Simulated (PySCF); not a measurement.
**C₄H₉BSSi (SMILES C#CB[SiH2]CSC): density, localisation and related maps**

Input file:

```
{"job": {"kind": "uv", "xc": "B3LYP", "basis": "def2-SVPD", "nstates": 8, "ntriplets": 3}, "charge": 0, "multiplicity": 1}
C      3.289904     1.663441     0.454238
C      2.874810     0.594156     0.072609
B      2.324195    -0.708567    -0.402204
Si     0.413631    -1.088871    -0.174843
C     -0.595099     0.440385    -0.757462
S     -2.374759     0.136150    -0.967321
C     -2.868089    -0.124650     0.755778
H      3.661445     2.590446     0.785073
H      3.061350    -1.470079    -0.903590
H     -0.148731    -2.232506    -0.913617
H      0.031841    -1.326799     1.235165
H     -0.265319     0.765396    -1.743044
H     -0.485538     1.286155    -0.078815
H     -3.951152    -0.188439     0.762680
H     -2.435139    -1.048293     1.127526
H     -2.540949     0.721017     1.354442
```

Command:

```sh
OMP_NUM_THREADS=1 python probes_run.py task.json out
```

Geometry: GFN2-xTB.

Computed with B3LYP/def2-SVPD, SCF density, gas phase (PySCF).

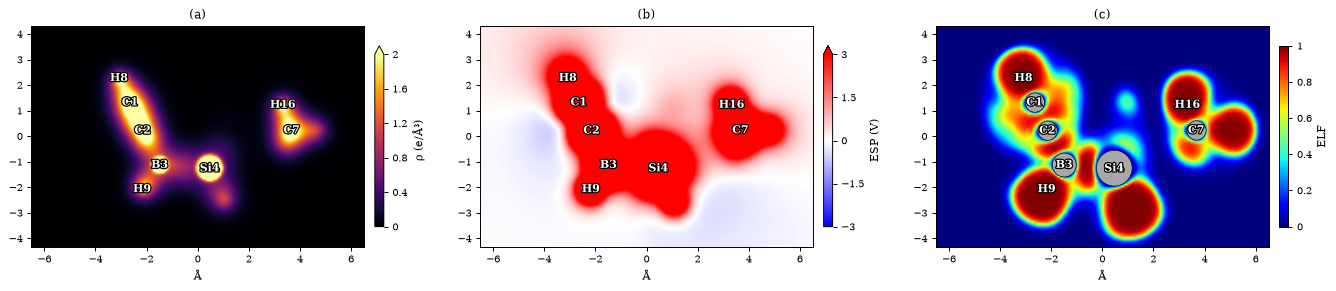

Figure 1. (a) total electron density; (b) molecular electrostatic potential; (c) ELF on the plane of atoms C2, B3 and H9. Grey discs cover the atomic cores in the ELF map.

> What does the map show?

- The plane passes through C, B, Si and H nuclei.
- C–C (1.21 Å): ρ at the midpoint is about 2.7 e/Å³; the ELF peaks at about 0.85 between the atoms (a short, multiple covalent bond).
- C–B (1.49 Å): ρ is about 1.5 e/Å³ halfway; the ELF peaks at about 0.95 between the atoms: a covalent bond.
- Si–B (1.96 Å): the density is about 0.86 e/Å³ at the midpoint; the ELF peaks at about 1 between the atoms (a covalent bond).
- C–H (1.05 Å): ρ is about 2.1 e/Å³ halfway; the ELF climbs to about 1 towards the hydrogen, as it does in any bond to H; a covalent bond by its length.
- B–H (1.17 Å): the density is about 1.3 e/Å³ at the midpoint; the ELF climbs to about 1 towards the hydrogen (a covalent bond by its length).
- Outside the dense part of the molecule the potential is most negative (−0.6 V) near C2.

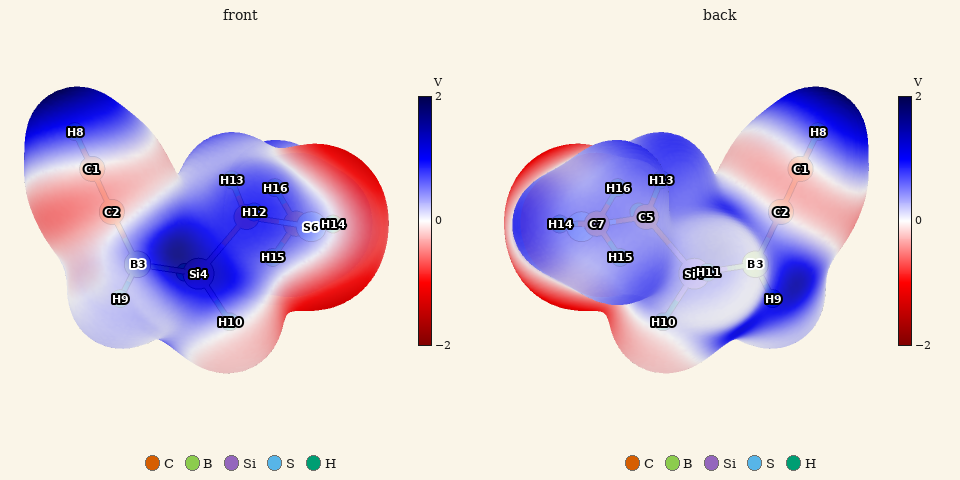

Figure 2. The electrostatic potential painted on the density surface at 0.002 e/bohr³, seen from the front and from behind; the colour scale runs from red (negative) to blue (positive).

> Describe the electrostatic potential map.

The most negative region (about −1.2 V) lies over S6, the most positive (about +1.9 V) over H8.

> What dipole moment does the calculation give?

Its dipole moment is 2.30 D.
